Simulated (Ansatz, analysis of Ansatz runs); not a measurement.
**MnGa2S4 (I-4): does an added hole stay on Mn?**

Question: does an added hole stay on the Mn atom where it is started in MnGa2S4 (I-4), and if so, how high is the barrier for a hop to another Mn site nearby? Model: a cell of 56 host atoms.

Method: plane-wave PAW DFT, PBEsol+U; relaxation of all atoms of a supercell at fixed charge in a uniform background; PAW set soft_1, in Ansatz 0.2.0.

## 1. Starting point

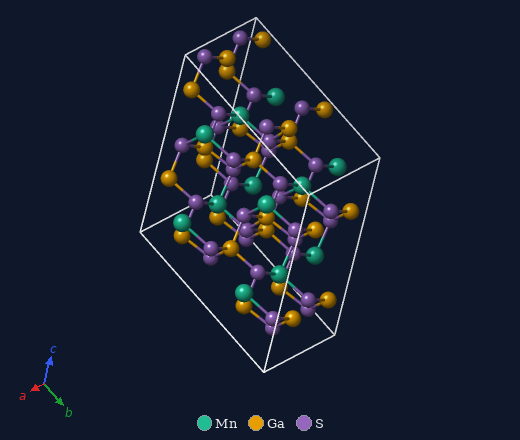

Start, viewed slightly off an axis; manganese teal, gallium orange, sulfur purple. Some periodic images of atoms are drawn too.

The cell holds 56 atoms: 8 Mn, 16 Ga and 32 S. Its edges and angles: a = 12.783 Å, b = 12.783 Å, c = 12.783 Å, α = 129.6°, β = 129.6°, γ = 74.1°. It derives from MnGa2S4 (space group I-4). Nearest the centre at fractional (0.625, 0.125, 0.000): S46 at 2.34 Å, S14 at 2.34 Å, S40 at 2.39 Å, S34 at 2.39 Å, Ga31 at 2.55 Å, Mn50 at 2.72 Å, Ga30 at 2.72 Å, Ga9 at 2.72 Å.

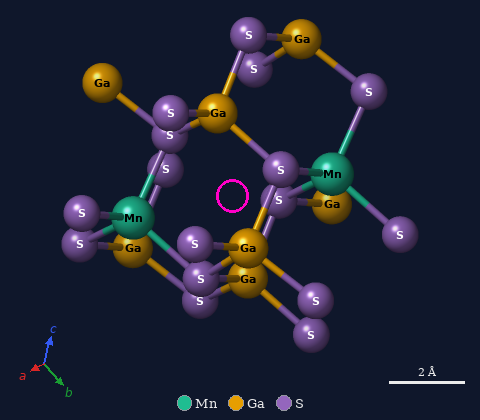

The atoms within 5 Å of the centre. A ring marks the centre wherever it is empty.

Hubbard terms: Mn d 5.0 eV. They were chosen, not fitted, to curb self-interaction in the shells named, the trial site's among them. The two sites are Mn29 and Mn50. The cell's shortest repeat is 10.9 Å. The host's moments were started ferromagnetic, high spin; both sites carry the same spin direction.

## 2. The cell without the carrier

The neutral cell is relaxed first, from small random displacements, so that bond lengths and moments with the carrier can be set beside those of a relaxed cell without it.

Input file neutral.relax/input.yaml:

```yaml
crystal:
  lattice:
    - [-5.44695024, 5.44695024, 10.20125981]
    - [5.44695024, -5.44695024, 10.20125981]
    - [5.44695024, 5.44695024, -10.20125981]
  atoms:
    - { symbol: Mn, position: [0.125, 0.375, 0.25], spin: 5.0 }
    - { symbol: Ga, position: [0.375, 0.125, 0.25] }
    - { symbol: Ga, position: [0.25, 0.25, 0.0] }
    - { symbol: S, position: [0.187373, 0.440853, 0.012331] }
    - { symbol: S, position: [0.059147, 0.071478, 0.246521] }
    - { symbol: S, position: [0.324958, 0.312627, 0.253479] }
    - { symbol: S, position: [0.428522, 0.175042, 0.487669] }
    - { symbol: Mn, position: [0.125, 0.375, 0.75], spin: 5.0 }
    - { symbol: Ga, position: [0.375, 0.125, 0.75] }
    - { symbol: Ga, position: [0.25, 0.25, 0.5] }
    - { symbol: S, position: [0.187373, 0.440853, 0.512331] }
    - { symbol: S, position: [0.059147, 0.071478, 0.746521] }
    - { symbol: S, position: [0.324958, 0.312627, 0.753479] }
    - { symbol: S, position: [0.428522, 0.175042, 0.987669] }
    - { symbol: Mn, position: [0.125, 0.875, 0.25], spin: 5.0 }
    - { symbol: Ga, position: [0.375, 0.625, 0.25] }
    - { symbol: Ga, position: [0.25, 0.75, 0.0] }
    - { symbol: S, position: [0.187373, 0.940853, 0.012331] }
    - { symbol: S, position: [0.059147, 0.571478, 0.246521] }
    - { symbol: S, position: [0.324958, 0.812627, 0.253479] }
    - { symbol: S, position: [0.428522, 0.675042, 0.487669] }
    - { symbol: Mn, position: [0.125, 0.875, 0.75], spin: 5.0 }
    - { symbol: Ga, position: [0.375, 0.625, 0.75] }
    - { symbol: Ga, position: [0.25, 0.75, 0.5] }
    - { symbol: S, position: [0.187373, 0.940853, 0.512331] }
    - { symbol: S, position: [0.059147, 0.571478, 0.746521] }
    - { symbol: S, position: [0.324958, 0.812627, 0.753479] }
    - { symbol: S, position: [0.428522, 0.675042, 0.987669] }
    - { symbol: Mn, position: [0.625, 0.375, 0.25], spin: 5.0 }
    - { symbol: Ga, position: [0.875, 0.125, 0.25] }
    - { symbol: Ga, position: [0.75, 0.25, 0.0] }
    - { symbol: S, position: [0.687373, 0.440853, 0.012331] }
    - { symbol: S, position: [0.559147, 0.071478, 0.246521] }
    - { symbol: S, position: [0.824958, 0.312627, 0.253479] }
    - { symbol: S, position: [0.928522, 0.175042, 0.487669] }
    - { symbol: Mn, position: [0.625, 0.375, 0.75], spin: 5.0 }
    - { symbol: Ga, position: [0.875, 0.125, 0.75] }
    - { symbol: Ga, position: [0.75, 0.25, 0.5] }
    - { symbol: S, position: [0.687373, 0.440853, 0.512331] }
    - { symbol: S, position: [0.559147, 0.071478, 0.746521] }
    - { symbol: S, position: [0.824958, 0.312627, 0.753479] }
    - { symbol: S, position: [0.928522, 0.175042, 0.987669] }
    - { symbol: Mn, position: [0.625, 0.875, 0.25], spin: 5.0 }
    - { symbol: Ga, position: [0.875, 0.625, 0.25] }
    - { symbol: Ga, position: [0.75, 0.75, 0.0] }
    - { symbol: S, position: [0.687373, 0.940853, 0.012331] }
    - { symbol: S, position: [0.559147, 0.571478, 0.246521] }
    - { symbol: S, position: [0.824958, 0.812627, 0.253479] }
    - { symbol: S, position: [0.928522, 0.675042, 0.487669] }
    - { symbol: Mn, position: [0.625, 0.875, 0.75], spin: 5.0 }
    - { symbol: Ga, position: [0.875, 0.625, 0.75] }
    - { symbol: Ga, position: [0.75, 0.75, 0.5] }
    - { symbol: S, position: [0.687373, 0.940853, 0.512331] }
    - { symbol: S, position: [0.559147, 0.571478, 0.746521] }
    - { symbol: S, position: [0.824958, 0.812627, 0.753479] }
    - { symbol: S, position: [0.928522, 0.675042, 0.987669] }
basis:
  ecutwfc: 420
  xc_grid: 2
hamiltonian:
  xc: pbesol
  hubbard:
    sites: [{ species: Mn, l: d, u_eff: 5.0 }]
    projectors: ortho-atomic
  pseudopotentials: { kind: paw, azcp: { folder: soft_1 }, xc_functional: pbe }
kpoints:
  mp_grid: { grid: [1, 1, 1] }
magnetization:
  spin_polarized: true
  initial_magnetization: 40
  spin_locking: { lock_magnetization: hard }
scf:
  occupations: { method: fermi_dirac, width: 0.01 }
  max_iter: 120
  lower_state_search: "off"
output:
  forces: true
relax:
  f_tol: 0.02
  max_steps: 70
  random_displacement: { amplitude: 0.04, seed: 2847 }
checkpoint:
  write: "../neutral.relax.run"
  compress: false
  write_wavefunctions: true
  write_every: 100000
```

Command:

```sh
$ ansatz run input.yaml --threads 4 --pin off --max-ram 17899MiB --backend cpu --events-out ev --progress --plain --runs-dir out
```

Numbers of over 12 decimals in the logs are rounded to 6 here.

The program printed:

```text
[... repeated set-up lines and file paths are left out, and long positions are rounded to six places ...]
Engine: ansatz 0.2.0, aarch64-unknown-linux-gnu
Pseudopotentials: kind: paw
Pseudopotential: Mn, paw, valence charge 15, recommended cutoff 420 eV (normal), soft_1/Mn.paw.azcp
Pseudopotential: Ga, paw, valence charge 13, recommended cutoff 420 eV (normal), soft_1/Ga.paw.azcp
Pseudopotential: S, paw, valence charge 6, recommended cutoff 420 eV (normal), soft_1/S.paw.azcp
Functional definition: PBEsol
  exchange = pbesol_x
  correlation = pbesol_c
Crystal: 56 atoms, lattice volume = 1210.656 Å³
Basis set: ecut = 420 eV, 23695 PW (Γ), exchange–correlation on 180×180×180 points (8 copies of the dense FFT grid, shifted against one another)
Bands: 336, of which v1, the nominal top of the filled ones, is band 260 counted from 1 (259 counted from 0)
Symmetry: 1 space group operations
k-points: 1
Non-local potential: Mn, projectors of the file, l = 0: 3, l = 1: 2, l = 2: 3, l = 3: 1
Non-local potential: Ga, projectors of the file, l = 0: 2, l = 1: 2, l = 2: 3, l = 3: 1
Non-local potential: S, projectors of the file, l = 0: 2, l = 1: 2, l = 2: 1
PAW form: soft (Blöchl's): semilocal exchange-correlation on the pseudo side does not see the compensation charge
PAW frozen core: Mn, regenerated for the run's functional, and the local potential with it (the file was generated under x = pbe(κ = 0.804, μ = 0.219515), c = pbe(β = 0.066725))
PAW frozen core: Ga, regenerated for the run's functional, and the local potential with it (the file was generated under x = pbe(κ = 0.804, μ = 0.219515), c = pbe(β = 0.066725))
[...]
[... 2 atoms left out ...]
  atom  34  S     -0.00272130    -0.00202992     0.00196676
  [... 5 atoms left out ...]
  atom  40  S     -0.00126840    -0.00329228    -0.00031153
  [... 5 atoms left out ...]
  atom  46  S     -0.00447244     0.00313476    -0.00049741
  [... 3 atoms left out ...]
  atom  50  Mn    -0.00029203    -0.00151737    -0.00089404
  [... 6 atoms left out ...]
  max |Σ_I F_I| component: 4.03e-5 eV/Å
--- Band table (eV) ---
  k-point 0 ↑: bands = ["-75.6914", "-75.6913", "-75.6901", "-75.6899", [... 328 left out ...] "11.6953", "11.7226", "11.7631", "11.7633"]
  k-point 0 ↓: bands = ["-70.8291", "-70.8291", "-70.8280", "-70.8278", [... 328 left out ...] "12.1786", "12.1804", "12.2939", "12.2945"]
Occupation matrices written to <dir>
--- Relaxed structure (4 steps of the walk, 4 accepted, 0 SCFs on fresh bases) ---
  F+E_penalty+E_count = -119184.94111564 eV   max|allowed force component| = 1.198e-2 eV/Å
  atoms:
    - { symbol: Mn, position: [0.124120, 0.374701, 0.249420] }
    - { symbol: Ga, position: [0.374325, 0.124837, 0.249183] }
[...]
- { symbol: Ga, position: [0.374664, 0.124270, 0.749487] }
[...]
- { symbol: S, position: [0.427230, 0.174413, 0.986394] }
[...]
- { symbol: S, position: [0.325088, 0.811528, 0.752212] }
    [... 1 atom left out ...]
    - { symbol: Mn, position: [0.624488, 0.375091, 0.249124] }
    - { symbol: Ga, position: [0.874331, 0.124554, 0.249143] }
    - { symbol: Ga, position: [0.749581, 0.249554, -0.000829] }
[...]
- { symbol: S, position: [0.824958, 0.311768, 0.252259] }
    [... 5 atoms left out ...]
    - { symbol: S, position: [0.558635, 0.071937, 0.746239] }
    [... 5 atoms left out ...]
    - { symbol: S, position: [0.687074, 0.940580, 0.012394] }
    [... 3 atoms left out ...]
    - { symbol: Mn, position: [0.624564, 0.874470, 0.749146] }
    [... 6 atoms left out ...]
[key lines of the parts left out:]
SCF converged after 3 iterations
Magnetization: 40.0000 μB (280.0000 up, 240.0000 down)
Free energy (F): -119184.941116 eV
Fermi energy:    6.594991 (↑ 6.594991, ↓ 6.452413) eV
```

Wall time 89 s (4 threads of Arm Neoverse V1, shared host); peak memory 2.7 GiB; 5.8 min of CPU time.

The largest displacement from an ideal site is 0.014 Å.

(Continued in part 2 of 2.)

[Logs are printed without paths, hosts, clocks, repeated set-up lines and the standing remarks that a program may print on its own settings, such as how far it seeks lower states.]

[Hosts, paths, dates, database ids (printed as entryN), source tags and the programs' standing remarks are cut or masked in the printed files.]
